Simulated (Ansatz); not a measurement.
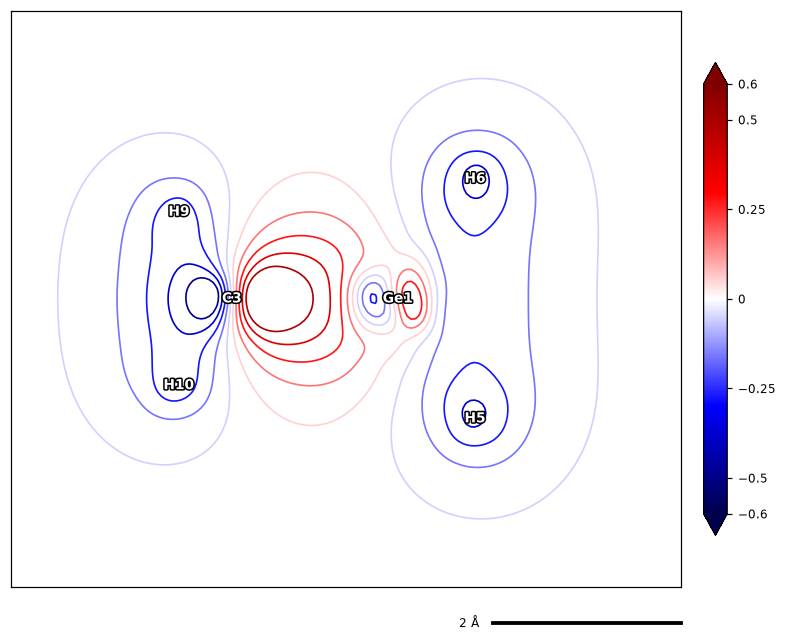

The picture shows: CH₄Ge···NH₃. The HOMO−1 on the plane of atoms H9, C3 and H10 (values in Å⁻³ᐟ²; the overall sign is arbitrary).

The product side of a reaction path; geometry: PBE0-D4/def2-TZVP.

Computed with RKS PBE0-D4/def2-TZVPP in Ansatz 0.2.0.

```xyz
10

Ge   -0.8645    0.1241    0.4949
N     1.5922   -0.1543    0.4010
C    -1.5458    0.1068   -1.1481
H     1.7044   -0.2273   -0.6042
H    -0.6314    1.4308    1.2608
H    -0.9121   -1.1085    1.4042
H     1.9605   -0.9980    0.8258
H     2.1400    0.6340    0.7271
H    -1.8241   -0.8219   -1.6285
H    -1.6192    1.0142   -1.7329
```

Where does this orbital lie, and at what energy?

Its weight (Hirshfeld) is mainly on C3 (about 30 %), Ge1 (about 30 %), H6 (about 10 %) and H5 (about 10 %). Its energy is −8.89 eV.
